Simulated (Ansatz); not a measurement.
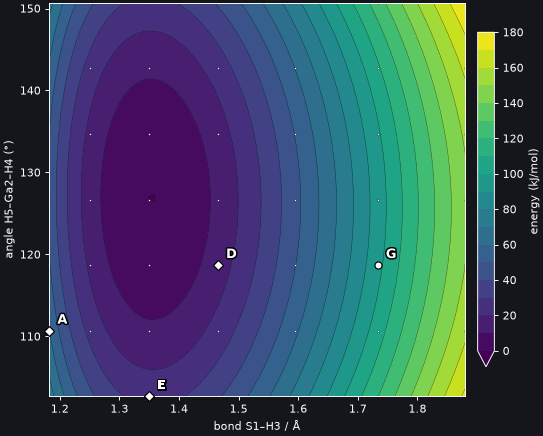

GaH₃S, SMILES [SH][GaH2]. 
- Two internal coordinates are moved rigidly from the geometry relaxed at PBE0-D4/def2-TZVP, all others fixed.
- Coordinates scanned: (1) bond S1–H3; (2) angle H5–Ga2–H4.
- Grid: 7 × 7 points.
- Points are written as (first, second).
- Energies are in kJ/mol, from the lowest grid point.
- All numbers below come from RKS PBE-D4/def2-TZVPP (Ansatz 0.2.0).

The picture shows filled contours, dots at the grid points, lettered points. Between grid points the surface is interpolated.

> Is A the lowest point of the computed grid?

No. A lies 60 kJ/mol above the lowest grid point, which is at (1.349 Å, 126.7°).

> What kind of point is each of D, G: minimum, saddle, maximum or slope?

D: on a slope; G: on a slope. (In these two coordinates alone; a stationary point may lie a little off the grid point.)

> Rank the lettered points by energy, lowest first.

D (15 kJ/mol), E (27 kJ/mol), A (60 kJ/mol), G (97 kJ/mol).
